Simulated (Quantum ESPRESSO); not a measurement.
**Collinear magnetic orders of Cobalt with Quantum ESPRESSO**

Does Cobalt prefer parallel or opposed moments, or none?

Calculated with Quantum ESPRESSO 7.5; PBE; plane waves with GBRV 1.5 PBE potentials, no spin-orbit coupling.

## (1) Starting point

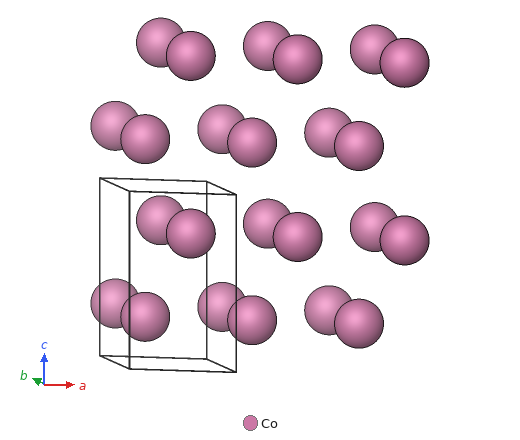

Start, viewed slightly off an axis; cobalt pink. 3×2×2 cells are drawn.

The cell comes from the Crystallography Open Database.

## (2) Run 1, typed as ferro ++

The signs are those of the starting moments on the seeded atoms, the atoms that are given a moment.

The input, pw.in:

```
&CONTROL
  calculation = 'scf'
  prefix = 'pwscf'
  outdir = './tmp'
  pseudo_dir = './pseudo'
  disk_io = 'nowf'
/
&SYSTEM
  ibrav = 0
  celldm(1) = 8
  nat = 2
  ntyp = 1
  ecutwfc = 40
  ecutrho = 280
  nbnd = 26
  occupations = 'smearing'
  smearing = 'fd'
  degauss = 0.00367493
  nspin = 2
  starting_magnetization(1) = 0.1176
/
&ELECTRONS
  conv_thr = 4d-09
  electron_maxstep = 150
  mixing_beta = 0.3
/
ATOMIC_SPECIES
Co     58.9332 co_pbe_v1.2.uspp.F.UPF
CELL_PARAMETERS alat
   0.5922874106108    0.0000000000000    0.0000000000000
  -0.2961437053054    0.5129359439191    0.0000000000000
   0.0000000000000    0.0000000000000    0.9613745443268
ATOMIC_POSITIONS crystal
Co      0.3333333333    0.6666666667    0.2500000000
Co      0.6666666667    0.3333333333    0.7500000000
K_POINTS automatic
14 14 8 0 0 0
```

Launch:

```bash
> OMP_NUM_THREADS=1 mpirun -n 4 pw.x -nk 4 -in pw.in > pw.out
```

The log of the run:

```text
Program PWSCF v.7.5 starts

     Message from routine setup:
     using ibrav=0 with symmetry is DISCOURAGED, use correct ibrav instead

     K-points division:     npool     =       4
     Subspace diagonalization in iterative solution of the eigenvalue problem:

     G-vector sticks info
     --------------------
     sticks:   dense  smooth     PW     G-vecs:    dense   smooth      PW
     Sum         433     253     85                11825     5191     989

     Using Slab Decomposition

     bravais-lattice index     =            0
     lattice parameter (alat)  =       8.0000  a.u.
     unit-cell volume          =     149.5403 (a.u.)^3
     number of atoms/cell      =            2
     number of atomic types    =            1
     number of electrons       =        34.00
     number of Kohn-Sham states=           26
     kinetic-energy cutoff     =      40.0000  Ry
     charge density cutoff     =     280.0000  Ry
     scf convergence threshold =      4.0E-09
     mixing beta               =       0.3000
     number of iterations used =            8  plain     mixing
     Exchange-correlation= SLA  PW   PBE  PBE
                           (   1   4   3   4   0   0   0)

     celldm(1)=   8.000000  celldm(2)=   0.000000  celldm(3)=   0.000000
     celldm(4)=   0.000000  celldm(5)=   0.000000  celldm(6)=   0.000000

     crystal axes: (cart. coord. in units of alat)
               a(1) = (   0.592287   0.000000   0.000000 )
               a(2) = (  -0.296144   0.512936   0.000000 )
               a(3) = (   0.000000   0.000000   0.961375 )

     reciprocal axes: (cart. coord. in units 2 pi/alat)
               b(1) = (  1.688370  0.974781 -0.000000 )
               b(2) = (  0.000000  1.949561  0.000000 )
               b(3) = (  0.000000 -0.000000  1.040177 )

     PseudoPot. # 1 for Co read from file:
     co_pbe_v1.2.uspp.F.UPF
     Pseudo is Ultrasoft + core correction, Zval = 17.0
     Generated by new atomic code, or converted to UPF format
     Using radial grid of  863 points,  6 beta functions with:
                l(1) =   0
                l(2) =   0
                l(3) =   1
                l(4) =   1
                l(5) =   2
                l(6) =   2
     Q(r) pseudized with  8 coefficients,  rinner =    1.200   1.200   1.200
                                                       1.200   1.200

     atomic species   valence    mass     pseudopotential
     Co               17.00    58.93320     Co( 1.00)

     Starting magnetic structure
     atomic species   magnetization
     Co              0.118

     24 Sym. Ops., with inversion, found (12 have fractional translation)

   Cartesian axes

     site n.     atom                  positions (alat units)
         1        Co     tau(   1) = (  -0.0000000   0.3419573   0.2403436  )
         2        Co     tau(   2) = (   0.2961437   0.1709786   0.7210309  )

     number of k points=   120  Fermi-Dirac smearing, width (Ry)=  0.0037

     Number of k-points >= 100: set verbosity='high' to print them.

     Dense  grid:    11825 G-vectors     FFT dimensions: (  25,  25,  48)

     Smooth grid:     5191 G-vectors     FFT dimensions: (  20,  20,  32)

     Check: negative core charge=   -0.000054
     Generating pointlists ...
     new r_m :   0.2433 (alat units)  1.9467 (a.u.) for type    1

     Initial potential from superposition of free atoms

     starting charge      32.0000, renormalised to      34.0000
     Starting wfcs are   26 randomized atomic wfcs

     Self-consistent Calculation

     iteration #  1     ecut=    40.00 Ry     beta= 0.30
     Davidson diagonalization with overlap
     ethr =  1.00E-02,  avg # of iterations =  4.8

     total energy              =    -593.79209437 Ry
     estimated scf accuracy    <      14.66953547 Ry

     total magnetization       =     2.13 Bohr mag/cell
     absolute magnetization    =     2.18 Bohr mag/cell

     iteration #  2     ecut=    40.00 Ry     beta= 0.30
     Davidson diagonalization with overlap
     ethr =  1.00E-02,  avg # of iterations =  2.3

     total energy              =    -596.85977236 Ry
     estimated scf accuracy    <       0.64939045 Ry

     total magnetization       =     3.09 Bohr mag/cell
     absolute magnetization    =     3.26 Bohr mag/cell

     iteration #  3     ecut=    40.00 Ry     beta= 0.30
     Davidson diagonalization with overlap
     ethr =  1.91E-03,  avg # of iterations =  1.3

     total energy              =    -596.97509761 Ry
     estimated scf accuracy    <       0.00965505 Ry

     total magnetization       =     3.29 Bohr mag/cell
     absolute magnetization    =     3.48 Bohr mag/cell

     [... further iterations left out ...]

     iteration #  8     ecut=    40.00 Ry     beta= 0.30
     Davidson diagonalization with overlap
     ethr =  1.02E-07,  avg # of iterations =  1.2

     total energy              =    -596.97783051 Ry
     estimated scf accuracy    <       0.00000672 Ry

     total magnetization       =     3.36 Bohr mag/cell
     absolute magnetization    =     3.72 Bohr mag/cell

     iteration #  9     ecut=    40.00 Ry     beta= 0.30
     Davidson diagonalization with overlap
     ethr =  1.98E-08,  avg # of iterations =  2.0

     total energy              =    -596.97783328 Ry
     estimated scf accuracy    <       0.00000073 Ry

     total magnetization       =     3.37 Bohr mag/cell
     absolute magnetization    =     3.73 Bohr mag/cell

     iteration # 10     ecut=    40.00 Ry     beta= 0.30
     Davidson diagonalization with overlap
     ethr =  2.13E-09,  avg # of iterations =  1.8

     total energy              =    -596.97783350 Ry
     estimated scf accuracy    <       0.00000016 Ry

     total magnetization       =     3.37 Bohr mag/cell
     absolute magnetization    =     3.73 Bohr mag/cell

     iteration # 11     ecut=    40.00 Ry     beta= 0.30
     Davidson diagonalization with overlap
     ethr =  4.84E-10,  avg # of iterations =  1.5

     Magnetic moment per site  (integrated on atomic sphere of radius R)
     atom   1 (R=0.243)  charge= 15.6085  magn=  1.7678
     atom   2 (R=0.243)  charge= 15.6085  magn=  1.7678

     End of self-consistent calculation

     Number of k-points >= 100: set verbosity='high' to print the bands.

     the Fermi energy is    18.0290 ev

!    total energy              =    -596.97783363 Ry
     estimated scf accuracy    <          3.1E-09 Ry
     smearing contrib. (-TS)   =      -0.00121656 Ry
     internal energy E=F+TS    =    -596.97661707 Ry

     The total energy is F=E-TS. E is the sum of the following terms:
     one-electron contribution =    -313.61745926 Ry
     hartree contribution      =     178.23296633 Ry
     xc contribution           =     -65.34076408 Ry
     ewald contribution        =    -396.25136006 Ry

     total magnetization       =     3.37 Bohr mag/cell
     absolute magnetization    =     3.73 Bohr mag/cell

     convergence has been achieved in  11 iterations

=------------------------------------------------------------------------------=
   JOB DONE.
=------------------------------------------------------------------------------=
```

It took 9.2 s on 4 MPI ranks of Intel Xeon Platinum 8375C at 2.90GHz (Ice Lake), shared host; peak memory 0.32 GiB.

Spin moment in the atom's sphere by atom:

```csv
atom,spin moment in the atom's sphere (μB)
Co1,1.77
Co2,1.77
```

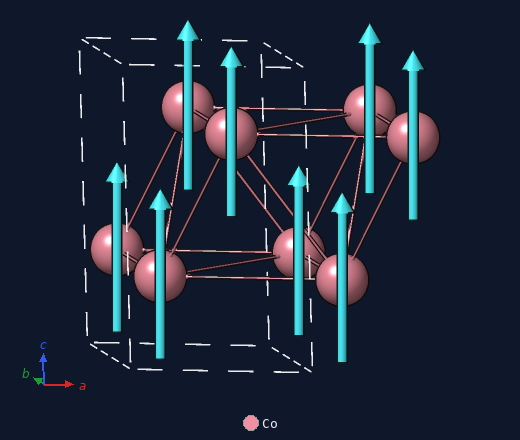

Spin moment in the atom's sphere as arrows, the longest 1.77 μB. Up and down stand for the sign. Arrows give size and sign along the axis of quantisation, drawn up and down the page. 2×2×1 cells are drawn.

Read from the output:

```yaml
smearing_term_ts: 0.01655 eV
magnetization: 3.37 μB
absolute_magnetization: 3.734 μB
final_state: ferromagnetic
```

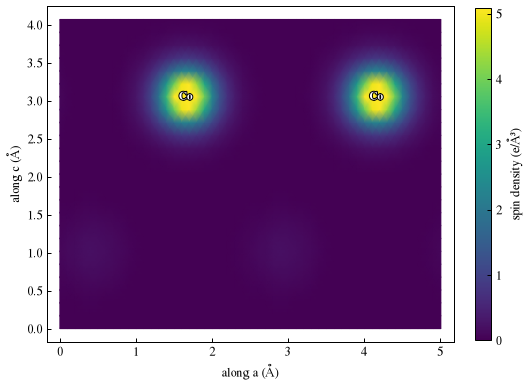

Spin density in the ac plane at fractional y = 0.333, with atoms of Co within 0.2 Å of it.

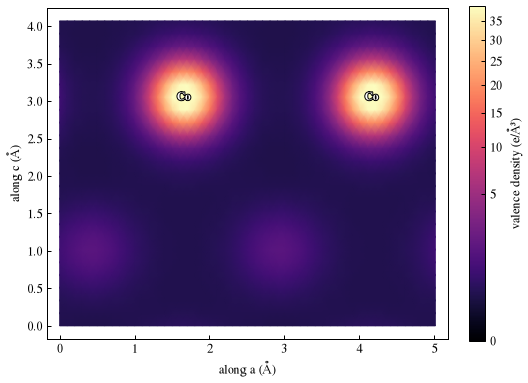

Valence density in the ac plane at fractional y = 0.333, with atoms of Co within 0.2 Å of it. It is the smooth field of the valence electrons, not physical close to the nuclei. The colour scale is stretched toward low values.

## (3) Start 2: antiferro +−

Changes to pw.in since step 2:

```diff
@@ -11,6 +11,6 @@
   nat = 2
-  ntyp = 1
+  ntyp = 2
   ecutwfc = 40
   ecutrho = 280
-  nbnd = 26
+  nbnd = 24
   occupations = 'smearing'
@@ -20,2 +20,3 @@
   starting_magnetization(1) = 0.1176
+  starting_magnetization(2) = -0.1176
 /
@@ -27,3 +28,4 @@
 ATOMIC_SPECIES
-Co     58.9332 co_pbe_v1.2.uspp.F.UPF
+Co1    58.9332 co_pbe_v1.2.uspp.F.UPF
+Co2    58.9332 co_pbe_v1.2.uspp.F.UPF
 CELL_PARAMETERS alat
@@ -33,4 +35,4 @@
 ATOMIC_POSITIONS crystal
-Co      0.3333333333    0.6666666667    0.2500000000
-Co      0.6666666667    0.3333333333    0.7500000000
+Co1     0.3333333333    0.6666666667    0.2500000000
+Co2     0.6666666667    0.3333333333    0.7500000000
 K_POINTS automatic
```

The log of the run:

```text
[banner, memory and clock lines left out]
Program PWSCF v.7.5 starts

     Message from routine setup:
     using ibrav=0 with symmetry is DISCOURAGED, use correct ibrav instead

     bravais-lattice index     =            0
     lattice parameter (alat)  =       8.0000  a.u.
     unit-cell volume          =     149.5403 (a.u.)^3
     number of atoms/cell      =            2
     number of atomic types    =            2
     number of electrons       =        34.00
     number of Kohn-Sham states=           24
     kinetic-energy cutoff     =      40.0000  Ry
     charge density cutoff     =     280.0000  Ry
     scf convergence threshold =      4.0E-09
     mixing beta               =       0.3000
     number of iterations used =            8  plain     mixing
     Exchange-correlation= SLA  PW   PBE  PBE
                           (   1   4   3   4   0   0   0)

     celldm(1)=   8.000000  celldm(2)=   0.000000  celldm(3)=   0.000000
     celldm(4)=   0.000000  celldm(5)=   0.000000  celldm(6)=   0.000000

     crystal axes: (cart. coord. in units of alat)
               a(1) = (   0.592287   0.000000   0.000000 )
               a(2) = (  -0.296144   0.512936   0.000000 )
               a(3) = (   0.000000   0.000000   0.961375 )

     reciprocal axes: (cart. coord. in units 2 pi/alat)
               b(1) = (  1.688370  0.974781 -0.000000 )
               b(2) = (  0.000000  1.949561  0.000000 )
               b(3) = (  0.000000 -0.000000  1.040177 )

     PseudoPot. # 1 for Co read from file:
     co_pbe_v1.2.uspp.F.UPF
     Pseudo is Ultrasoft + core correction, Zval = 17.0

     PseudoPot. # 2 for Co read from file:
     co_pbe_v1.2.uspp.F.UPF
     Pseudo is Ultrasoft + core correction, Zval = 17.0

     atomic species   valence    mass     pseudopotential
     Co1              17.00    58.93320     Co( 1.00)
     Co2              17.00    58.93320     Co( 1.00)

     Starting magnetic structure
     atomic species   magnetization
     Co1             0.118
     Co2            -0.118

     12 Sym. Ops. (no inversion) found ( 6 have fractional translation)

   Cartesian axes

     site n.     atom                  positions (alat units)
         1        Co1    tau(   1) = (  -0.0000000   0.3419573   0.2403436  )
         2        Co2    tau(   2) = (   0.2961437   0.1709786   0.7210309  )

     number of k points=   120  Fermi-Dirac smearing, width (Ry)=  0.0037

     Number of k-points >= 100: set verbosity='high' to print them.

     Dense  grid:    11825 G-vectors     FFT dimensions: (  25,  25,  48)

     Smooth grid:     5191 G-vectors     FFT dimensions: (  20,  20,  32)

     Check: negative core charge=   -0.000054
     Generating pointlists ...
     new r_m :   0.2433 (alat units)  1.9467 (a.u.) for type    1
     new r_m :   0.2433 (alat units)  1.9467 (a.u.) for type    2

     Initial potential from superposition of free atoms

     starting charge      32.0000, renormalised to      34.0000
     Starting wfcs are   26 randomized atomic wfcs

     Self-consistent Calculation

     iteration #  1     ecut=    40.00 Ry     beta= 0.30
     Davidson diagonalization with overlap
     ethr =  1.00E-02,  avg # of iterations =  3.6

     total energy              =    -593.87745658 Ry
     estimated scf accuracy    <      14.46743213 Ry

     total magnetization       =     0.00 Bohr mag/cell
     absolute magnetization    =     2.04 Bohr mag/cell

     iteration #  2     ecut=    40.00 Ry     beta= 0.30
     Davidson diagonalization with overlap
     ethr =  1.00E-02,  avg # of iterations =  2.5

     total energy              =    -596.83959294 Ry
     estimated scf accuracy    <       0.55569907 Ry

     total magnetization       =    -0.00 Bohr mag/cell
     absolute magnetization    =     2.87 Bohr mag/cell

     [... further iterations left out ...]

     iteration # 13     ecut=    40.00 Ry     beta= 0.30
     Davidson diagonalization with overlap
     ethr =  3.58E-10,  avg # of iterations =  1.5

     total energy              =    -596.93986462 Ry
     estimated scf accuracy    <       0.00000002 Ry

     total magnetization       =     0.00 Bohr mag/cell
     absolute magnetization    =     2.57 Bohr mag/cell

     iteration # 14     ecut=    40.00 Ry     beta= 0.30
     Davidson diagonalization with overlap
     ethr =  6.62E-11,  avg # of iterations =  2.0

     Magnetic moment per site  (integrated on atomic sphere of radius R)
     atom   1 (R=0.243)  charge= 15.6106  magn=  1.2513
     atom   2 (R=0.243)  charge= 15.6106  magn= -1.2507

     End of self-consistent calculation

     Number of k-points >= 100: set verbosity='high' to print the bands.

     the Fermi energy is    18.0564 ev

!    total energy              =    -596.93986466 Ry
     estimated scf accuracy    <          2.5E-09 Ry
     smearing contrib. (-TS)   =      -0.00288251 Ry
     internal energy E=F+TS    =    -596.93698215 Ry

     The total energy is F=E-TS. E is the sum of the following terms:
     one-electron contribution =    -313.59051786 Ry
     hartree contribution      =     178.15535695 Ry
     xc contribution           =     -65.25046117 Ry
     ewald contribution        =    -396.25136006 Ry

     total magnetization       =     0.00 Bohr mag/cell
     absolute magnetization    =     2.57 Bohr mag/cell

     convergence has been achieved in  14 iterations
```

Run time: 10 s. Hardware: 4 MPI ranks; peak memory 0.33 GiB.

Spin moment in the atom's sphere by atom:

```csv
atom,spin moment in the atom's sphere (μB)
Co1,1.25
Co2,-1.25
```

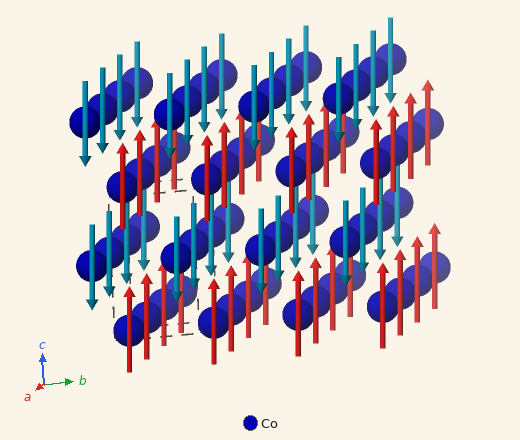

Spin moment in the atom's sphere as arrows, the longest 1.25 μB. Up and down stand for the sign. Arrows give size and sign along the axis of quantisation, drawn up and down the page. The two directions have two colours. 4×4×2 cells are drawn.

Read from the output:

```
smearing term TS       : 0.03922 eV
magnetization          : 0 μB
absolute magnetization : 2.566 μB
final state            : antiferromagnetic
```

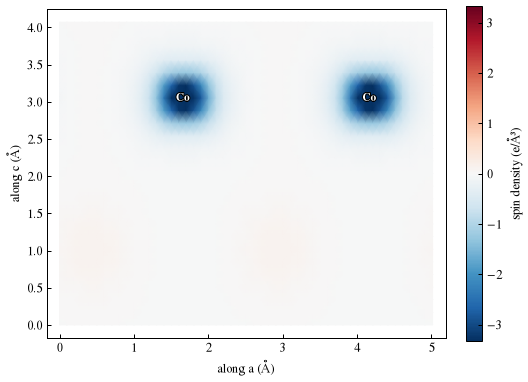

Spin density in the ac plane at fractional y = 0.333, with atoms of Co within 0.2 Å of it.

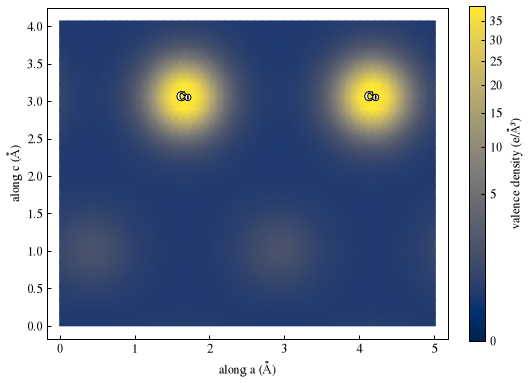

Valence density in the ac plane at fractional y = 0.333, with atoms of Co within 0.2 Å of it. It is the smooth field of the valence electrons, not physical close to the nuclei. The colour scale is stretched toward low values.

## (4) Run 3, typed as antiferro q=(0,1/2,0) +−+−

The cell is doubled to 4 atoms to hold this order. The wavevector q is in fractions of the reciprocal vectors of the crystal's primitive cell, as the cells of these inputs are built from it; moments change sign between cells as cos(2π q·R).

The input, pw.in:

```
&CONTROL
  calculation = 'scf'
  prefix = 'pwscf'
  outdir = './tmp'
  pseudo_dir = './pseudo'
  disk_io = 'nowf'
/
&SYSTEM
  ibrav = 0
  celldm(1) = 8
  nat = 4
  ntyp = 2
  ecutwfc = 40
  ecutrho = 280
  nbnd = 44
  occupations = 'smearing'
  smearing = 'fd'
  degauss = 0.00367493
  nspin = 2
  starting_magnetization(1) = 0.1176
  starting_magnetization(2) = -0.1176
/
&ELECTRONS
  conv_thr = 8d-09
  electron_maxstep = 150
  mixing_beta = 0.3
/
ATOMIC_SPECIES
Co1    58.9332 co_pbe_v1.2.uspp.F.UPF
Co2    58.9332 co_pbe_v1.2.uspp.F.UPF
CELL_PARAMETERS alat
   0.5922874106108    0.0000000000000    0.0000000000000
  -0.5922874106108    1.0258718878382    0.0000000000000
   0.0000000000000    0.0000000000000    0.9613745443268
ATOMIC_POSITIONS crystal
Co1     0.3333333333    0.3333333334    0.2500000000
Co2     0.3333333333    0.8333333333    0.2500000000
Co1     0.6666666667    0.1666666666    0.7500000000
Co2     0.6666666667    0.6666666666    0.7500000000
K_POINTS automatic
14 7 8 0 0 0
```

The log of the run:

```text
     [... lines left out ...]
Program PWSCF v.7.5 starts
     [... lines left out ...]
     number of atoms/cell      =            4
     [... lines left out ...]
     number of electrons       =        68.00
     number of Kohn-Sham states=           44
     kinetic-energy cutoff     =      40.0000  Ry
     charge density cutoff     =     280.0000  Ry
     scf convergence threshold =      8.0E-09
     [... lines left out ...]
      8 Sym. Ops., with inversion, found ( 6 have fractional translation)
     [... lines left out ...]
     number of k points=   160  Fermi-Dirac smearing, width (Ry)=  0.0037
     [... lines left out ...]
     iteration # 14     ecut=    40.00 Ry     beta= 0.30
     [... lines left out ...]
     Magnetic moment per site  (integrated on atomic sphere of radius R)
     atom   1 (R=0.243)  charge= 15.6098  magn=  1.3574
     atom   2 (R=0.243)  charge= 15.6098  magn= -1.3577
     atom   3 (R=0.243)  charge= 15.6098  magn=  1.3574
     atom   4 (R=0.243)  charge= 15.6098  magn= -1.3577
     [... lines left out ...]
     the Fermi energy is    18.0343 ev
!    total energy              =   -1193.89032801 Ry
     estimated scf accuracy    <          2.7E-09 Ry
     smearing contrib. (-TS)   =      -0.00492995 Ry
     [... lines left out ...]
     total magnetization       =    -0.00 Bohr mag/cell
     absolute magnetization    =     5.59 Bohr mag/cell
     convergence has been achieved in  14 iterations
```

The job ended after 55 s (4 MPI ranks; peak memory 0.62 GiB).

Spin moment in the atom's sphere by atom:

```csv
atom,spin moment in the atom's sphere (μB)
Co1,1.36
Co2,-1.36
Co3,1.36
Co4,-1.36
```

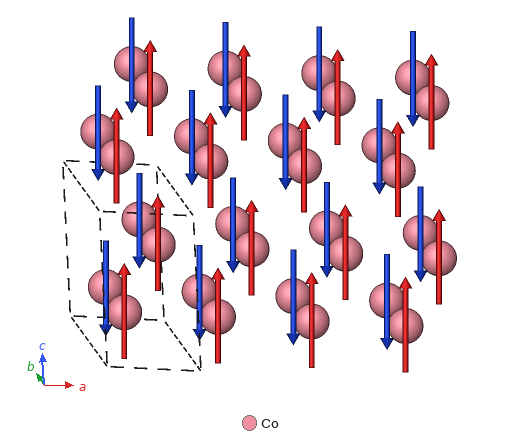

Spin moment in the atom's sphere as arrows, the longest 1.36 μB. Up and down stand for the sign. Arrows give size and sign along the axis of quantisation, drawn up and down the page. The two directions have two colours. 4×1×2 cells are drawn.

Numbers from this step:

| Item | Value |
| --- | --- |
| smearing term TS | 0.06708 eV |
| magnetization | 0 μB |
| absolute magnetization | 5.588 μB |
| final state | antiferromagnetic |

[end of part 1 of 2]

[Logs and program files are shortened in this print: banners, set-up blocks, solver, clock and traceback lines can be left out without a mark of their own.]

[Logs are printed without paths, hosts, clocks, repeated set-up lines and the standing remarks that a program may print on its own settings, such as how far it seeks lower states.]

[Hosts, paths, dates, database ids (printed as entryN), source tags and the programs' standing remarks are cut or masked in the printed files.]

[Where a cell is said to come from a database of computed structures, the database is the Materials Project.]
